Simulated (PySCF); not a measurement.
Spin–spin coupling calculation of C7H14

C7H14, SMILES CC1(C)CCCC1, computed with B3LYP/6-31G* H:pcJ-1 indirect spin-spin coupling, non-relativistic, gas phase (PySCF 2.14.0).

The geometry comes from this level: GFN2-xTB, coordinate held.

Figures and captions count atoms from 1; the log counts them from 0 in places.

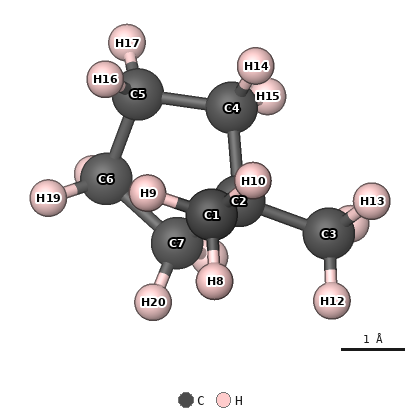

*The structure as given in the input (ball-and-stick view, seen at a tilt; atoms are numbered from 1 in the order of the input).*

Bond lengths as drawn: C–C 1.53 to 1.54 Å and C–H 1.09 Å.

The input
```
{"job": {"kind": "j", "xc": "B3LYP", "basis": {"default": "6-31G*", "H": "pcJ-1"}, "nuclei": ["H"], "every": 4, "pop": false}, "charge": 0, "multiplicity": 1}
C     -1.058400     1.387094    -0.017772
C     -0.605859    -0.072032     0.053958
C     -1.828340    -0.970163     0.224680
C      0.411540    -0.271336     1.185098
C      1.728424     0.258246     0.619494
C      1.668063    -0.041899    -0.888333
C      0.215342    -0.445248    -1.191045
H     -1.745215     1.529026    -0.849826
H     -0.210361     2.050707    -0.159014
H     -1.570774     1.672247     0.899009
H     -1.534854    -2.015426     0.296396
H     -2.503756    -0.861268    -0.621240
H     -2.369317    -0.704496     1.130526
H      0.117470     0.238404     2.101755
H      0.504040    -1.337422     1.400506
H      1.805483     1.332186     0.791751
H      2.589661    -0.211492     1.093610
H      2.351169    -0.848210    -1.154665
H      1.958973     0.835076    -1.466365
H     -0.165906     0.044979    -2.085817
H      0.154766    -1.522837    -1.350866
```

The first line tells a small driver script what to run in PySCF; the rest is the geometry in Å.

Run on 1 CPU thread, shared host.

Launch command:
```bash
OMP_NUM_THREADS=1 python <driver script> task.json out
```

The program's output
```
coarse grid: 16288 points
cycle   1  E = -275.1721482060  dE =  6.119e-01  |g| = 5.478e-01  |ddm| = 3.546e+00
cycle   2  E = -275.1251690707  dE =  4.698e-02  |g| = 6.948e-01  |ddm| = 1.277e+00
cycle   3  E = -275.2565311794  dE = -1.314e-01  |g| = 6.077e-02  |ddm| = 7.828e-01
cycle   4  E = -275.2572212847  dE = -6.901e-04  |g| = 2.687e-02  |ddm| = 8.556e-02
cycle   5  E = -275.2573879540  dE = -1.667e-04  |g| = 4.674e-03  |ddm| = 2.563e-02
cycle   6  E = -275.2573931560  dE = -5.202e-06  |g| = 5.086e-04  |ddm| = 4.670e-03
final grid: 153664 points
cycle   7  E = -275.2044560403  dE = -6.801e-05  |g| = 8.294e-03  |ddm| = 3.481e-02
cycle   8  E = -275.2044441590  dE =  1.188e-05  |g| = 1.067e-02  |ddm| = 1.833e-02
cycle   9  E = -275.2044743524  dE = -3.019e-05  |g| = 7.155e-04  |ddm| = 1.124e-02
cycle  10  E = -275.2044744565  dE = -1.042e-07  |g| = 2.729e-04  |ddm| = 9.596e-04
cycle  11  E = -275.2044744740  dE = -1.742e-08  |g| = 4.043e-05  |ddm| = 2.420e-04
cycle  12  E = -275.2044744743  dE = -3.769e-10  |g| = 7.872e-06  |ddm| = 4.415e-05
```

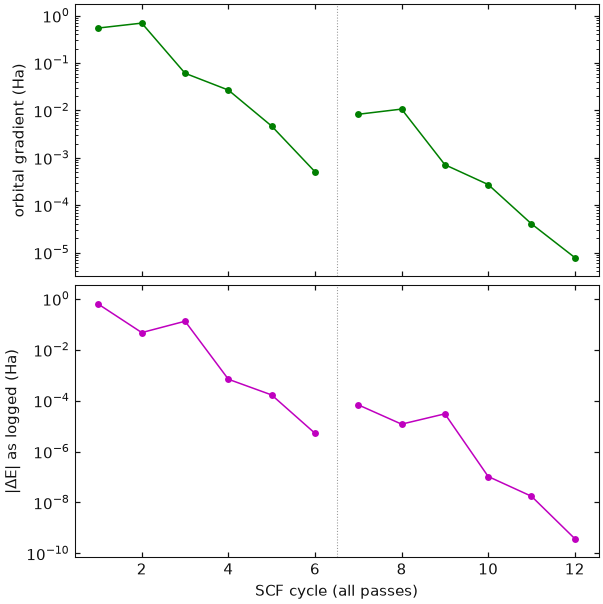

*Convergence of the self-consistent field: orbital gradient and size of the energy change against the SCF cycle. The dotted line marks the change from a coarse to the final integration grid.*

The first 6 cycles use a coarse grid, the final grid takes over at cycle 7, and the field converges after 12 cycles in all.

```
converged SCF energy = -275.2044744743

Indirect spin-spin couplings (Hz)
  i      j    bonds     total        FC       PSO       DSO        SD
  7 H    8 H    2    -13.578   -13.202     1.839    -2.214         -
  7 H    9 H    2    -13.556   -13.148     1.908    -2.317         -
  7 H   10 H    4     -0.250     0.217     1.062    -1.529         -
  7 H   11 H    4      0.298    -0.127    -1.048     1.473         -
  7 H   12 H    4     -0.363    -0.229     0.278    -0.413         -
  7 H   14 H    4      2.011     2.542     1.297    -1.828         -
  7 H   15 H    5     -0.257     0.001     0.595    -0.853         -
  7 H   16 H    5     -0.628    -0.159     1.122    -1.591         -
  7 H   17 H    5     -0.285     0.104     0.956    -1.344         -
  7 H   19 H    4      0.276    -0.215    -1.147     1.638         -
  7 H   20 H    4     -0.509    -0.175     0.763    -1.098         -
  8 H    9 H    2    -13.292   -12.904     1.838    -2.226         -
  8 H   10 H    4      3.388     3.927     1.318    -1.857         -
  8 H   11 H    4     -0.427     0.033     1.016    -1.476         -
  8 H   12 H    4     -0.352     0.112     1.034    -1.498         -
  8 H   13 H    4     -0.175    -0.202    -0.121     0.149         -
  8 H   14 H    4     -0.782    -0.236     1.182    -1.728         -
  8 H   15 H    5      0.674    -0.098    -1.948     2.720         -
  8 H   16 H    5     -0.307     0.004     0.702    -1.014         -
  8 H   17 H    5     -0.368    -0.004     0.801    -1.165         -
  8 H   18 H    5      0.525     0.107    -1.124     1.542         -
  8 H   20 H    4     -0.449     0.088     1.171    -1.707         -
  9 H   10 H    4     -0.314     0.148     1.047    -1.510         -
  9 H   11 H    4     -0.395    -0.230     0.348    -0.514         -
  9 H   12 H    4      0.314    -0.112    -1.050     1.476         -
  9 H   13 H    4      0.322    -0.161    -1.125     1.608         -
  9 H   14 H    4     -0.442    -0.061     0.876    -1.257         -
  9 H   16 H    5     -0.205     0.155     0.868    -1.228         -
  9 H   17 H    5     -0.580    -0.127     1.110    -1.563         -
  9 H   18 H    5     -0.261     0.052     0.714    -1.027         -
  9 H   19 H    4      0.427     0.879     1.060    -1.511         -
  9 H   20 H    4      2.231     2.756     1.291    -1.817         -
 10 H   11 H    2    -13.332   -12.905     1.944    -2.371         -
 10 H   12 H    2    -13.376   -12.951     1.938    -2.363         -
 10 H   13 H    4     -0.409    -0.172     0.538    -0.775         -
 10 H   14 H    4      0.331    -0.249    -1.362     1.942         -
 10 H   15 H    5     -0.293     0.077     0.923    -1.293         -
 10 H   16 H    5     -0.238    -0.041     0.484    -0.682         -
 10 H   18 H    5     -0.237     0.121     0.897    -1.255         -
 10 H   19 H    4     -0.433    -0.135     0.684    -0.982         -
 10 H   20 H    4      0.317    -0.256    -1.338     1.912         -
 11 H   12 H    2    -13.707   -13.280     1.966    -2.392         -
 11 H   13 H    4     -0.977    -0.508     1.080    -1.549         -
 11 H   15 H    5     -0.399    -0.048     0.884    -1.235         -
 11 H   17 H    5     -0.249     0.033     0.745    -1.027         -
 11 H   18 H    5     -0.227     0.043     0.703    -0.974         -
 12 H   14 H    4     -0.221    -0.221    -0.024     0.024         -
 12 H   15 H    5     -0.252     0.002     0.646    -0.900         -
 12 H   16 H    5     -0.222     0.069     0.781    -1.072         -
 12 H   17 H    5     -0.205     0.156     0.904    -1.266         -
 12 H   18 H    5     -0.160     0.215     0.946    -1.321         -
 12 H   19 H    4     -0.959    -0.493     1.082    -1.547         -
 12 H   20 H    4      0.378     0.813     1.017    -1.452         -
 13 H   14 H    2    -12.591   -12.342     1.643    -1.892         -
 13 H   15 H    3      8.229     8.093    -0.191     0.327         -
 13 H   16 H    3      0.255     0.596     0.715    -1.056         -
 13 H   17 H    4     -1.246    -0.679     1.283    -1.850         -
 13 H   19 H    4      1.233     1.798     1.344    -1.909         -
 13 H   20 H    4     -0.850    -0.295     1.238    -1.793         -
 14 H   15 H    3     12.737    13.581     1.670    -2.513         -
 14 H   16 H    3      9.435     9.310    -0.176     0.302         -
 14 H   17 H    4     -0.308    -0.253     0.010    -0.065         -
 14 H   18 H    4     -1.143    -0.552     1.315    -1.907         -
 14 H   19 H    4     -0.685    -0.121     1.259    -1.824         -
 14 H   20 H    4      0.325     0.064    -0.645     0.906         -
 15 H   16 H    2    -13.750   -13.455     1.797    -2.093         -
 15 H   17 H    3      7.828     8.572     1.487    -2.231         -
 15 H   18 H    3     13.200    12.961    -0.407     0.645         -
 15 H   19 H    4     -0.547    -0.200     0.704    -1.052         -
 15 H   20 H    4     -1.049    -0.450     1.348    -1.947         -
 16 H   17 H    3     11.596    11.411    -0.242     0.426         -
 16 H   18 H    3      1.887     2.437     1.118    -1.667         -
 16 H   19 H    4     -1.133    -0.554     1.348    -1.927         -
 16 H   20 H    4     -0.542    -0.215     0.654    -0.982         -
 17 H   18 H    2    -14.279   -13.968     1.826    -2.136         -
 17 H   19 H    3      1.910     2.428     1.045    -1.563         -
 17 H   20 H    3     13.729    13.471    -0.443     0.701         -
 18 H   19 H    3     11.229    11.012    -0.350     0.567         -
 18 H   20 H    3      8.074     8.805     1.452    -2.183         -
 19 H   20 H    2    -13.413   -13.182     1.629    -1.861         -
```

Results in brief

| quantity | value |
| --- | --- |
| outcome | converged |
| total energy | −275.204474 hartree |
| HOMO | −8.24 eV |
| LUMO | 1.10 eV |
| dipole moment | 0.09 D |
| wall time | 35 s |
| peak memory | 1.1 GiB |
